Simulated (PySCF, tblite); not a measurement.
# C₄H₁₁NO₂Si: geometry, infrared bands and NMR shifts

Wanted: the infrared bands and NMR shifts of C₄H₁₁NO₂Si (`C=C(C)[Si@@](N)(O)OC`), by calculation.

Computed with tblite 0.8.0 and PySCF 2.14.0, with density-fitted response routines of our own, on a single molecule in the gas phase. Atoms count from 0, in the outputs and in this text.

## (1) The starting structure

19 atoms, charge 0, multiplicity 1; geometry from: force field or distance geometry start.

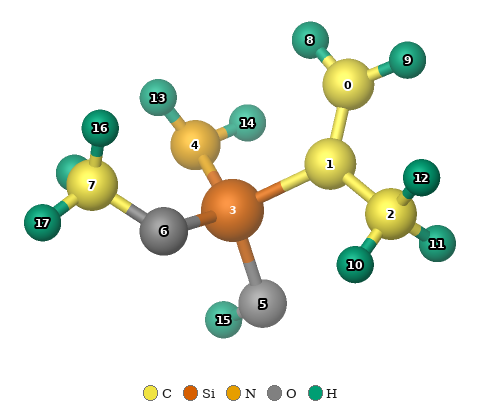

As it starts; carbon yellow, silicon orange, nitrogen amber, oxygen grey, hydrogen teal, atoms numbered; sticks join atoms by distance.

## (2) Optimising the geometry with GFN2-xTB

The job: settings as JSON, then the geometry in Å.

```
{"job": {"kind": "relax", "xc": "GFN2-xTB", "basis": "xTB"}, "charge": 0, "multiplicity": 1}
C     -1.632400    -0.975400     1.040200
C     -1.262800     0.061600     0.299900
C     -2.167300     1.239100     0.293600
Si     0.335300     0.062800    -0.662700
N      0.828500    -1.626000    -0.877800
O     -0.087000     0.716500    -2.201400
O      1.501200     1.072700     0.014800
C      2.611400     0.445700     0.535400
H     -1.078100    -1.897000     1.151600
H     -2.593900    -0.920100     1.593700
H     -1.529100     2.120800     0.091100
H     -2.909200     1.169600    -0.540100
H     -2.667300     1.395700     1.276400
H      1.393800    -2.007800    -0.114300
H     -0.047100    -2.175200    -1.010400
H      0.532800     0.389100    -2.881100
H      2.449000     0.194400     1.594500
H      3.460500     1.169400     0.484500
H      2.851800    -0.426600    -0.095300
```

Started as:

```console
$ OMP_NUM_THREADS=1 python probes_run.py task.json out
```

This one command runs all jobs of the session in turn.

Log:

```text
step      E/eV     max force
  0    -734.58722    2.253
  1    -734.84931    1.251
  2    -734.94388    0.958
  3    -734.97874    0.708
  4    -735.01469    0.383
  5    -735.02698    0.378
  6    -735.05770    0.576
  7    -735.08694    0.572
  8    -735.10425    0.382
  9    -735.11915    0.287
 10    -735.13183    0.351
 11    -735.14226    0.366
 12    -735.15048    0.244
 13    -735.15715    0.200
 14    -735.16337    0.219
 15    -735.16953    0.293
 16    -735.17481    0.252
 17    -735.17918    0.159
 18    -735.18363    0.184
 19    -735.18884    0.201
 20    -735.19450    0.239
 21    -735.19970    0.173
 22    -735.20422    0.179
 23    -735.20862    0.186
 24    -735.21335    0.223
 25    -735.21696    0.181
 26    -735.22050    0.176
 27    -735.22329    0.160
 28    -735.22823    0.180
 29    -735.23221    0.206
 30    -735.23810    0.170
 31    -735.24236    0.134
 32    -735.24563    0.105
 33    -735.24823    0.121
 34    -735.25088    0.118
 35    -735.25140    0.376
 36    -735.25385    0.094
 37    -735.25489    0.078
 38    -735.25666    0.105
 39    -735.25806    0.093
 40    -735.26005    0.091
 41    -735.26157    0.078
 42    -735.26296    0.095
 43    -735.26426    0.106
 44    -735.26580    0.099
 45    -735.26734    0.084
 46    -735.26851    0.085
 47    -735.26934    0.088
 48    -735.27016    0.074
 49    -735.27115    0.072
 50    -735.27226    0.085
 51    -735.27330    0.087
 52    -735.27430    0.082
 53    -735.27555    0.099
 54    -735.27736    0.095
 55    -735.27945    0.093
 56    -735.28079    0.103
 57    -735.28208    0.110
 58    -735.28278    0.095
 59    -735.28403    0.066
 60    -735.28492    0.070
 61    -735.28601    0.092
 62    -735.28685    0.105
 63    -735.28797    0.107
 64    -735.28925    0.094
 65    -735.29060    0.082
 66    -735.29172    0.069
 67    -735.29271    0.064
 68    -735.29371    0.069
 69    -735.29460    0.063
 70    -735.29510    0.061
 71    -735.29535    0.044
 72    -735.29557    0.023
 73    -735.29576    0.023
 74    -735.29589    0.023
 75    -735.29600    0.030
 76    -735.29607    0.025
 77    -735.29618    0.022
 78    -735.29637    0.034
 79    -735.29657    0.042
 80    -735.29677    0.047
 81    -735.29699    0.042
 82    -735.29726    0.039
 83    -735.29755    0.039
 84    -735.29781    0.033
 85    -735.29797    0.029
 86    -735.29810    0.025
 87    -735.29826    0.026
 88    -735.29840    0.023
 89    -735.29850    0.022
 90    -735.29858    0.024
 91    -735.29867    0.027
 92    -735.29883    0.028
 93    -735.29902    0.026
 94    -735.29917    0.030
 95    -735.29928    0.024
 96    -735.29938    0.026
 97    -735.29954    0.029
 98    -735.29971    0.028
 99    -735.29986    0.032
100    -735.29999    0.031
101    -735.30014    0.031
102    -735.30034    0.034
103    -735.30055    0.025
104    -735.30069    0.024
105    -735.30075    0.023
106    -735.30079    0.018
107    -735.30084    0.015
108    -735.30089    0.013
109    -735.30092    0.014
110    -735.30094    0.012
111    -735.30096    0.010
112    -735.30099    0.013
113    -735.30102    0.013
114    -735.30105    0.017
115    -735.30108    0.016
116    -735.30111    0.012
117    -735.30114    0.014
118    -735.30117    0.016
119    -735.30120    0.017
120    -735.30124    0.016
121    -735.30130    0.014
122    -735.30138    0.017
123    -735.30145    0.018
124    -735.30149    0.019
125    -735.30152    0.016
126    -735.30154    0.011
127    -735.30157    0.011
128    -735.30161    0.017
129    -735.30163    0.018
130    -735.30166    0.015
131    -735.30168    0.008
```

Run time: 1.6 s. Hardware: 1 thread of Arm Neoverse N1, shared host; peak memory 0.18 GiB.

Step by step: (not every step is listed)

| step | energy from step 0 (eV) | largest force (eV/Å) |
| --- | --- | --- |
| 0 | 0.0000 | 2.2533 |
| 1 | -0.2621 | 1.2507 |
| 2 | -0.3567 | 0.9581 |
| 3 | -0.3915 | 0.7083 |
| 4 | -0.4275 | 0.3834 |
| 5 | -0.4398 | 0.3785 |
| 6 | -0.4705 | 0.5761 |
| 7 | -0.4997 | 0.5721 |
| 8 | -0.5170 | 0.3825 |
| 19 | -0.6016 | 0.2005 |
| 30 | -0.6509 | 0.1699 |
| 41 | -0.6744 | 0.0779 |
| 52 | -0.6871 | 0.0824 |
| 63 | -0.7007 | 0.1069 |
| 74 | -0.7087 | 0.0226 |
| 85 | -0.7107 | 0.0294 |
| 96 | -0.7122 | 0.0263 |
| 107 | -0.7136 | 0.0152 |
| 118 | -0.7139 | 0.0162 |
| 126 | -0.7143 | 0.0112 |
| 127 | -0.7143 | 0.0111 |
| 128 | -0.7144 | 0.0169 |
| 129 | -0.7144 | 0.0180 |
| 130 | -0.7144 | 0.0147 |
| 131 | -0.7145 | 0.0083 |

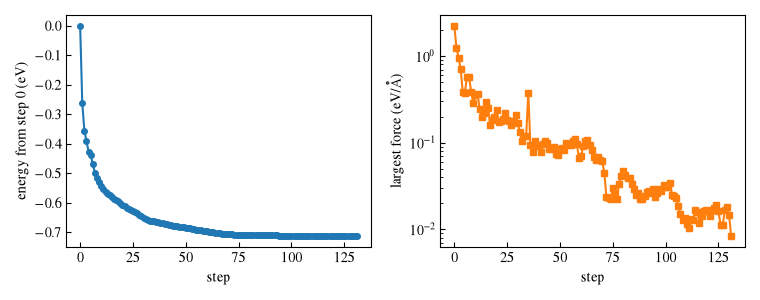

Energy and largest force along the relaxation.

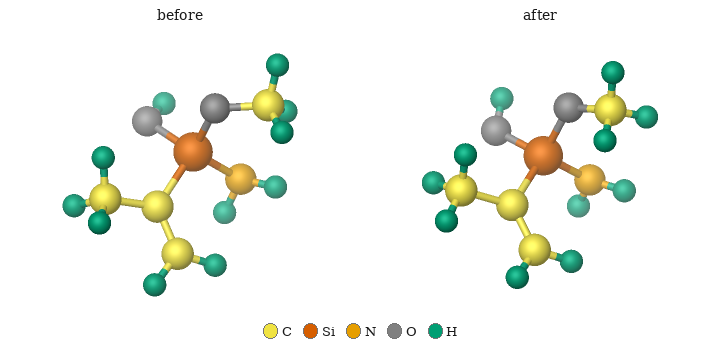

The geometry before (left) and after (right).

Close pairs (by a distance rule), those that changed most:

```csv
bond,before (Å),after (Å),change (Å)
Si3–O5,1.724,1.621,-0.103
Si3–O6,1.685,1.635,-0.050
Si3–N4,1.772,1.734,-0.039
N4–H14,1.042,1.007,-0.035
C1–Si3,1.866,1.898,+0.033
C0–H9,1.111,1.080,-0.030
C2–H11,1.118,1.088,-0.030
C7–H17,1.117,1.091,-0.026
```

The final coordinates are the input of the step that follows.

## (3) Vibrational analysis with GFN2-xTB

The job: settings as JSON, then the geometry in Å.

```
{"job": {"kind": "ir", "xc": "GFN2-xTB", "basis": "xTB"}, "charge": 0, "multiplicity": 1}
C     -1.452199    -0.886861     1.285918
C     -1.165779     0.028391     0.369106
C     -1.936802     1.311987     0.302272
Si     0.246218    -0.183463    -0.881773
N      0.766371    -1.814281    -1.157118
O     -0.293779     0.455763    -2.270673
O      1.549746     0.710207    -0.463171
C      2.353715     0.548466     0.665721
H     -0.915892    -1.819645     1.354188
H     -2.242753    -0.749196     2.009327
H     -1.264299     2.155336     0.451830
H     -2.374384     1.418356    -0.688032
H     -2.724707     1.344231     1.052533
H      1.276710    -2.281282    -0.425625
H      0.101863    -2.454001    -1.560609
H      0.344137     0.686099    -2.941155
H      1.750485     0.492937     1.575979
H      3.020238     1.409610     0.728628
H      2.951308    -0.363401     0.585194
```

Log:

```text
mode    cm-1     km/mol
  1      16.3      0.54
  2      60.3      1.64
  3     104.6      1.33
  4     125.6      1.29
  5     133.8      7.66
  6     152.4      3.26
  7     160.6      1.23
  8     203.3     18.28
  9     219.6     27.30
 10     248.3     23.63
 11     271.9     58.63
 12     293.7     29.44
 13     352.1     49.91
 14     390.1     15.29
 15     429.4     21.42
 16     571.4    227.09
 17     617.0     43.56
 18     685.3      1.05
 19     734.7    120.12
 20     803.3     12.18
 21     863.7    321.84
 22     873.0    171.24
 23     905.8     50.59
 24     941.6    238.09
 25     968.8     12.66
 26    1017.4     18.96
 27    1040.1      1.90
 28    1134.5     54.76
 29    1139.7    101.35
 30    1157.6     87.77
 31    1228.4     11.90
 32    1393.4      2.18
 33    1415.5      0.14
 34    1428.6      4.04
 35    1470.9      3.87
 36    1483.7      2.13
 37    1486.9      9.27
 38    1491.5      1.60
 39    1529.6     56.83
 40    1689.1      8.51
 41    2935.2     44.49
 42    2948.5     41.33
 43    2984.7     32.29
 44    3008.6     27.32
 45    3016.2     46.98
 46    3031.0     17.70
 47    3063.0     60.90
 48    3094.1     57.75
 49    3487.4      2.49
 50    3519.0      0.97
 51    3670.2     17.40
```

Wall time 1.2 s (1 thread of Arm Neoverse N1, shared host); peak memory 0.18 GiB.

Which atoms move in the most intense modes:

| cm⁻¹ | km/mol | atoms |
| --- | --- | --- |
| 571 | 227.1 | H14 39 %, H13 34 %, N4 22 % |
| 735 | 120.1 | Si3 29 %, O6 26 %, C7 12 % |
| 864 | 321.8 | H15 61 %, Si3 14 % |
| 873 | 171.2 | Si3 35 %, N4 32 %, H14 11 % |
| 942 | 238.1 | Si3 46 %, O5 35 % |
| 1140 | 101.3 | C7 30 %, O6 29 %, H18 24 %, H17 13 % |
| 1158 | 87.8 | H17 33 %, O6 23 %, C7 21 %, H16 17 % |
| 3063 | 60.9 | H9 87 % |

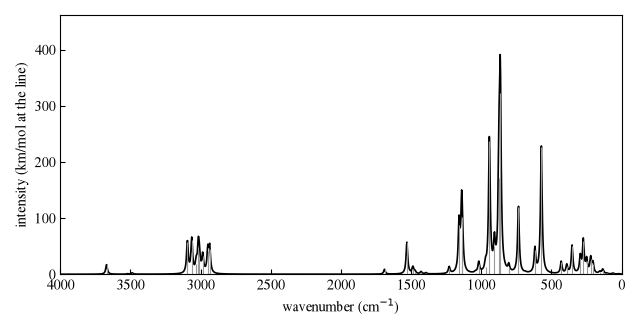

The infrared spectrum from these modes, unscaled. Lines are broadened to a width of 14 cm⁻¹ (Lorentzian).

## (4) Nuclear shieldings: PBE0/pcSseg-1

Same as in step 3 but for these lines:

```diff
@@ -1,2 +1,2 @@
-{"job": {"kind": "ir", "xc": "GFN2-xTB", "basis": "xTB"}, "charge": 0, "multiplicity": 1}
+{"job": {"kind": "nmr", "xc": "PBE0", "basis": "pcSseg-1"}, "charge": 0, "multiplicity": 1}
 C     -1.452199    -0.886861     1.285918
```

Method: GIAO PBE0/pcSseg-1 NMR shielding, non-relativistic, gas phase.

Log:

```text
coarse grid: 16024 points
cycle   1  E = -652.9947724112  dE =  9.834e-01  |g| = 1.002e+00  |ddm| = 3.870e+00
cycle   2  E = -652.8317581519  dE =  1.630e-01  |g| = 1.385e+00  |ddm| = 1.705e+00
cycle   3  E = -653.1803764720  dE = -3.486e-01  |g| = 1.214e-01  |ddm| = 1.096e+00
cycle   4  E = -653.1829839451  dE = -2.607e-03  |g| = 4.740e-02  |ddm| = 1.203e-01
cycle   5  E = -653.1834337945  dE = -4.498e-04  |g| = 1.203e-02  |ddm| = 3.933e-02
cycle   6  E = -653.1834597347  dE = -2.594e-05  |g| = 4.345e-03  |ddm| = 1.229e-02
cycle   7  E = -653.1834638899  dE = -4.155e-06  |g| = 9.351e-04  |ddm| = 3.927e-03
final grid: 149264 points
cycle   8  E = -653.2480718043  dE = -2.887e-05  |g| = 1.288e-02  |ddm| = 2.463e-02
cycle   9  E = -653.2480408966  dE =  3.091e-05  |g| = 1.822e-02  |ddm| = 2.021e-02
cycle  10  E = -653.2481048466  dE = -6.395e-05  |g| = 1.558e-03  |ddm| = 1.209e-02
cycle  11  E = -653.2481053669  dE = -5.203e-07  |g| = 1.992e-04  |ddm| = 1.203e-03
cycle  12  E = -653.2481053715  dE = -4.617e-09  |g| = 1.408e-04  |ddm| = 2.822e-04
cycle  13  E = -653.2481053758  dE = -4.316e-09  |g| = 2.967e-05  |ddm| = 1.315e-04
cycle  14  E = -653.2481053760  dE = -1.867e-10  |g| = 9.104e-06  |ddm| = 2.872e-05
converged SCF energy = -653.2481053760

GIAO shielding tensors (ppm)
atom      isotropic    diamagn.    paramagn.     s11        s22        s33       span
  0 C       53.125     255.099    -201.974    -62.780     73.867    148.287    211.068
  1 C       32.764     267.919    -235.155    -78.571      5.441    171.421    249.992
  2 C      159.903     246.701     -86.798    145.279    149.349    185.081     39.802
  3 Si     390.344     882.958    -492.613    374.436    389.712    406.885     32.449
  4 N      246.650     321.906     -75.256    223.335    245.801    270.814     47.480
  5 O      287.517     389.483    -101.967    261.800    285.942    314.808     53.008
  6 O      310.975     400.584     -89.609    259.418    322.008    351.498     92.079
  7 C      135.814     244.470    -108.656    109.506    112.857    185.080     75.574
  8 H       26.363      34.332      -7.969     23.309     24.735     31.046      7.737
  9 H       25.743      31.937      -6.194     22.777     25.202     29.249      6.472
 10 H       29.673      30.654      -0.982     25.398     29.189     34.431      9.033
 11 H       29.346      29.411      -0.065     24.479     29.416     34.145      9.666
 12 H       30.001      30.122      -0.121     26.219     28.536     35.247      9.028
 13 H       30.963      33.903      -2.940     24.394     27.118     41.378     16.984
 14 H       31.309      32.060      -0.752     24.938     26.447     42.541     17.604
 15 H       29.691      31.459      -1.768     21.860     23.853     43.360     21.500
 16 H       28.158      31.777      -3.618     23.692     26.959     33.824     10.132
 17 H       27.843      28.430      -0.588     23.313     25.334     34.881     11.569
 18 H       28.151      29.849      -1.698     23.401     26.239     34.814     11.413
```

Wall time 63 s (1 thread of Arm Neoverse N1, shared host); peak memory 0.88 GiB.

The references, computed at this level on geometries of the same kind, shield at (ppm): 1H TMS 31.72, 13C TMS 186.9, 29Si TMS 349.2, 15N NH3 267.7, 17O H2O 336.1. Their shielding less the atom's gives the shift. The references are single molecules in the gas phase, so shifts against H2O, NH3, PH3, H3PO4 or CFCl3 are not on the usual liquid scales and can be off by tens of ppm. Atoms listed in one row are averaged.

```csv
atoms,environment,σ (ppm),δ (ppm),δ scaled to CDCl3
C1,fully substituted alkene carbon,32.8,154.2,148.5
C0,terminal =CH2 carbon,53.1,133.8,128.7
C7,methyl carbon bonded to O,135.8,51.1,48.0
C2,allylic methyl carbon,159.9,27.0,24.5
H9,hydrogen on a terminal =CH2 carbon,25.74,5.97,5.74
H8,hydrogen on a terminal =CH2 carbon,26.36,5.35,5.15
"H16, H17, H18",hydrogen on a methyl carbon bonded to O,28.05,3.67,3.56
"H10, H11, H12",hydrogen on an allylic methyl carbon,29.67,2.04,2.03
H15,hydrogen on an oxygen bonded to Si,29.69,2.03,–
"H13, H14",hydrogen on a nitrogen bonded to Si,31.14,0.58,–
Si3,"silicon bonded to C, N, 2 O",390.3,-41.2,–
N4,"nitrogen bonded to Si, 2 H",246.7,21.1,–
O5,"oxygen bonded to Si, H",287.5,48.6,–
O6,"oxygen bonded to C, Si",311.0,25.1,–
```

The scaled column applies a straight-line fit of computed shieldings to shifts measured in CDCl3 (root-mean-square error 0.16 ppm for H, 1.9 ppm for C).

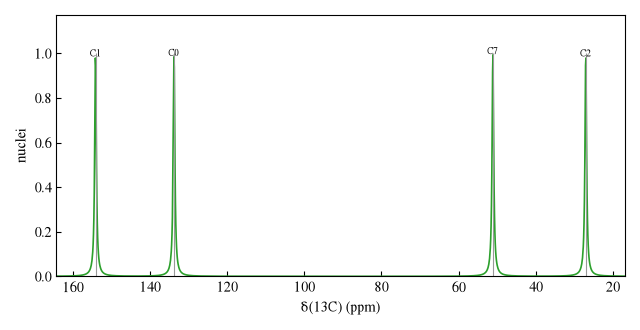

13C lines at the computed shifts, without couplings. Lines are broadened to a width of 0.51 ppm (Lorentzian).

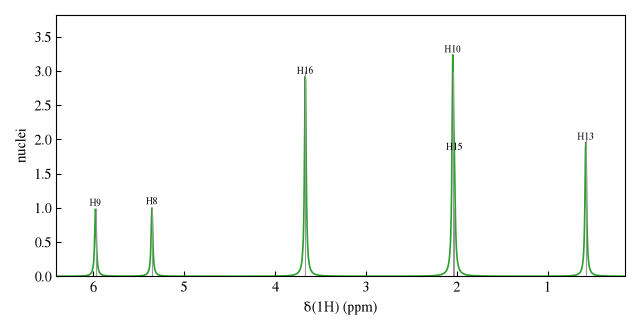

1H lines at the computed shifts, without couplings. Lines are broadened to a width of 0.02 ppm (Lorentzian).

The run also stored atomic charges by several schemes (e):

| atoms | Mulliken | IAO | Hirshfeld | ESP fit |
| --- | --- | --- | --- | --- |
| C0 | -0.10 | -0.31 | -0.11 | -0.55 |
| C1 | -0.62 | -0.29 | -0.09 | 0.19 |
| C2 | -0.19 | -0.42 | -0.12 | -0.55 |
| Si3 | 1.27 | 1.50 | 0.49 | 0.98 |
| N4 | -0.64 | -0.86 | -0.33 | -1.03 |
| O5 | -0.55 | -0.79 | -0.31 | -0.75 |
| O6 | -0.64 | -0.65 | -0.24 | -0.47 |
| C7 | -0.01 | -0.19 | -0.04 | -0.03 |

Mulliken charges:

C0 -0.10; C1 -0.62; C2 -0.19; Si3 1.27; N4 -0.64; O5 -0.55; O6 -0.64; C7 -0.01; H8 0.09; H9 0.10; H10 0.12; H11 0.14; H12 0.10; H13 0.18; H14 0.19; H15 0.25; H16 0.10; H17 0.12; H18 0.09

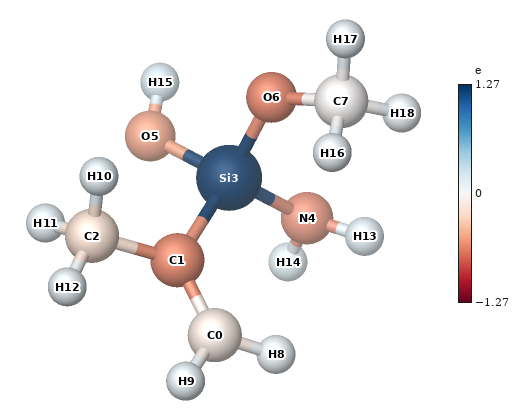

Mulliken charges, as colours on the atoms.

Mayer bond orders: C0–C1 1.98, C1–C2 1.05, C1–Si3 0.77, Si3–N4 1.01, Si3–O5 1.09, Si3–O6 0.97, O6–C7 0.91.

## (5) Results

| quantity | value |
| --- | --- |
| strongest single infrared mode (GFN2-xTB) | 864 cm⁻¹, 322 km/mol |
| zero-point energy (GFN2-xTB) | 94.3 kcal/mol |
| 13C shifts against TMS (PBE0/pcSseg-1) | 154.2, 133.8, 51.1, 27.0 ppm |
| 1H shifts against TMS (PBE0/pcSseg-1, means over atoms taken as alike) | 5.97, 5.35, 3.67, 2.04, 2.03, 0.58 ppm |
| 29Si shifts against TMS (PBE0/pcSseg-1) | -41.2 ppm |
| 15N shifts against NH3 (PBE0/pcSseg-1) | 21.1 ppm |
| 17O shifts against H2O (PBE0/pcSseg-1) | 48.6, 25.1 ppm |

What this shows: Over 131 steps the energy fell by 0.714 eV; of the close pairs, Si3–O5 changed most, 1.724 to 1.621 Å. No mode is imaginary among the 51: a minimum at this level. The strongest single mode, at 864 cm⁻¹, moves mainly H15. Unscaled tight-binding wavenumbers are off by several per cent, some by more. Its intensities can rank the bands wrongly. The most deshielded carbon is C1 (fully substituted alkene carbon), at 154.2 ppm: as expected for a trigonal carbon in a double bond. At PBE0/pcSseg-1: The largest span, 250 ppm, is at C1, where the paramagnetic term is -235 ppm.
